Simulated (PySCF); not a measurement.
**One shape, several levels: CH5ClGeS (SMILES C[S][GeH2][Cl])**

Aim: a comparison of 5 runs (HF/STO-3G, HF/3-21G, PBE/STO-3G, PBE0/STO-3G, CAM-B3LYP/6-31G**) of CH5ClGeS. 

The calculation is run with PySCF 2.14.0.

## Step 1: Starting point

CH5ClGeS: 9 atoms, total charge 0, spin state singlet. As SMILES, `C[S][GeH2][Cl]`. The shape is that of a PBE0-D4/def2-TZVP optimisation. This is one conformer, not always the lowest.

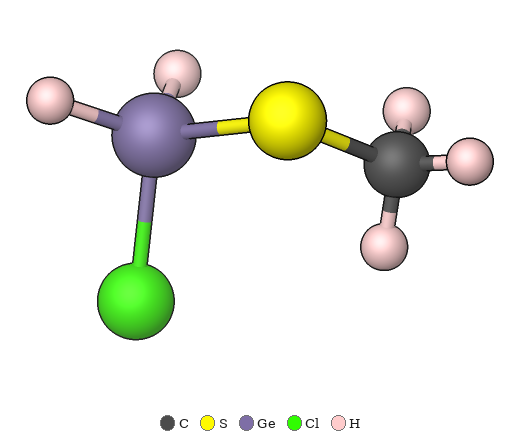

The structure, seen from a chosen angle (carbon dark grey, sulfur yellow, germanium purple, chlorine green, hydrogen pink).

## Step 2: Energy and gradient at HF/STO-3G (run 1)

job.py reads:

```python
import pyscf.grad
from pyscf import gto

mol = gto.M(
    atom='''
C   -0.058100   1.249300  -0.916400
S    1.311200   0.140200  -0.482400
Ge   0.273000  -1.153000   0.952600
Cl  -1.337100  -2.205000  -0.039300
H   -0.878800   0.691800  -1.366300
H   -0.410400   1.802800  -0.046000
H    0.336300   1.953900  -1.648100
H    1.266000  -2.194000   1.475300
H   -0.413700  -0.332200   2.053400
''',
    verbose=4,
    max_memory=1860,
    basis='sto-3g',
)

myscf = mol.RHF()
myscf.conv_tol = 1e-10
myscf.kernel()
if not myscf.converged:
    myscf = myscf.newton().run(myscf.mo_coeff, myscf.mo_occ)

etot = myscf.e_tot
print(f'total energy: {etot:.8f} hartree')
grad = myscf.Gradients().kernel()
dip = myscf.dip_moment()
pop, q = myscf.mulliken_pop()
```

Run with:

```
OMP_NUM_THREADS=1 python job.py
```

What it wrote:

```text
PySCF version 2.14.0

[... 63 lines left out ...]
converged SCF energy = -2939.92481923617
total energy: -2939.92481924 hartree
[... 11 lines left out ...]
Dipole moment(X, Y, Z, Debye):  1.44766,  1.79726,  1.47410
[... 56 lines left out ...]
charge of    8H =     -0.10152
```

Wall time 8.1 s (1 thread of Intel Xeon at 2.50GHz (Skylake/Cascade Lake), shared host); peak memory 0.12 GiB.

## Step 3: Energy and gradient at HF/3-21G (run 2)

start.xyz reads:

```xyz
9
CH5ClGeS
C     -0.058100     1.249300    -0.916400
S      1.311200     0.140200    -0.482400
Ge     0.273000    -1.153000     0.952600
Cl    -1.337100    -2.205000    -0.039300
H     -0.878800     0.691800    -1.366300
H     -0.410400     1.802800    -0.046000
H      0.336300     1.953900    -1.648100
H      1.266000    -2.194000     1.475300
H     -0.413700    -0.332200     2.053400
```

job.py reads:

```python
import pyscf.grad
from pyscf import gto

system = gto.Mole()
system.atom = 'start.xyz'
system.basis = '3-21g'
system.verbose = 4
system.max_memory = 1860
system.charge = 0
system.build()

myscf = system.RHF()
myscf.conv_tol = 1e-10
myscf.kernel()
if not myscf.converged:
    myscf = myscf.newton().run(myscf.mo_coeff, myscf.mo_occ)

e_tot = myscf.e_tot
print('E = %.10f Eh' % e_tot)
grad = myscf.Gradients().kernel()
dip = myscf.dip_moment()
pop, q = myscf.mulliken_pop()
```

Run with:

```
OMP_NUM_THREADS=1 python job.py
```

What it wrote:

```text
PySCF version 2.14.0

[... 63 lines left out ...]
converged SCF energy = -2958.80944085703
[... 12 lines left out ...]
Dipole moment(X, Y, Z, Debye):  0.32514,  1.94644,  1.82647
[... 77 lines left out ...]
charge of    8H =     -0.14687
```

It took 8.7 s on 1 thread of Intel Xeon at 2.50GHz (Skylake/Cascade Lake), shared host; peak memory 0.14 GiB.

Runs 3 to 4 aren't shown in full; the table further down has their settings and results.

## Step 4: Energy and gradient at CAM-B3LYP/6-31G(d,p) (spherical functions) (run 5)

geometry.xyz reads:

```xyz
9

C     -0.058100     1.249300    -0.916400
S      1.311200     0.140200    -0.482400
Ge     0.273000    -1.153000     0.952600
Cl    -1.337100    -2.205000    -0.039300
H     -0.878800     0.691800    -1.366300
H     -0.410400     1.802800    -0.046000
H      0.336300     1.953900    -1.648100
H      1.266000    -2.194000     1.475300
H     -0.413700    -0.332200     2.053400
```

job.py reads:

```python
# C[S][GeH2][Cl]
import pyscf.grad
from pyscf import gto, dft

mol = gto.Mole()
mol.atom = 'geometry.xyz'
mol.charge = 0
mol.verbose = 3
mol.max_memory = 1860
mol.basis = '6-31g**'
mol.build()

mf = dft.RKS(mol, xc='cam-b3lyp')
mf.grids.level = 5
mf.conv_tol = 1e-10
mf.kernel()
if not mf.converged:
    mf = mf.newton().run(mf.mo_coeff, mf.mo_occ)

etot = mf.e_tot
print(f'total energy: {etot:.8f} hartree')
grad = mf.Gradients().kernel()
mf.analyze()
```

Run with:

```
OMP_NUM_THREADS=1 python job.py
```

What it wrote:

```text
converged SCF energy = -2976.36054657851
[... 12 lines left out ...]
MO #3   energy= -88.9354881953543  occ= 2
[... 12 lines left out ...]
MO #16  energy= -5.97548786409811  occ= 2
[... 12 lines left out ...]
MO #29  energy= -0.62292002713357  occ= 2
[... 12 lines left out ...]
MO #42  energy= 0.0972470212423242 occ= 0
[... 12 lines left out ...]
MO #55  energy= 0.458974516710966  occ= 0
[... 12 lines left out ...]
MO #68  energy= 0.905101072625032  occ= 0
[... 12 lines left out ...]
MO #81  energy= 1.31860159763008   occ= 0
[... 12 lines left out ...]
MO #94  energy= 2.40694842314155   occ= 0
[... 12 lines left out ...]
MO #107 energy= 3.54535359376917   occ= 0
[... 10 lines left out ...]
Dipole moment(X, Y, Z, Debye):  0.18027,  1.68389,  1.04213
```

Wall time 4.5 min (1 thread of Intel Xeon at 2.50GHz (Skylake/Cascade Lake), shared host); peak memory 1.1 GiB.

## Step 5: Overview of the runs

```tsv
run	level	integration grid	energy (Eh)	dipole moment (D)	HOMO energy (eV)	LUMO energy (eV)	wall time
1	HF/STO-3G	–	-2939.924819	2.74	-7.49	8.38	8.1 s
2	HF/3-21G	–	-2958.809441	2.69	-10.30	2.85	8.7 s
3	PBE/STO-3G	5	-2941.905439	2.49	-2.45	2.60	36 s
4	PBE0/STO-3G	5	-2942.226494	2.57	-4.09	3.75	35 s
5	CAM-B3LYP/6-31G** (spherical functions)	5	-2976.360547	1.99	-8.43	0.65	4.5 min
```

## Step 6: Results

| quantity | value |
| --- | --- |
| run 5: total energy | -2976.36055 Eh |
| run 5: dipole moment | 1.99 D |
| run 5: HOMO energy | -8.43 eV |
| run 5: LUMO energy | 0.65 eV |
| run 5: HOMO–LUMO gap | 9.08 eV |
| run 5: largest force on an atom | 0.314 eV/Å |

In words: The dipole moment (its size) runs from 1.99 D (CAM-B3LYP/6-31G**) to 2.74 D (HF/STO-3G). The two ends differ in method and basis. The HOMO–LUMO gap runs from 5.05 eV (PBE/STO-3G) to 15.87 eV (HF/STO-3G). Exact exchange widens orbital gaps. Totals of different functionals can't be ranked against each other. In runs 1, 3, 4 the basis is minimal, so the values are rough. All runs together took 5.9 min, the longest 4.5 min.
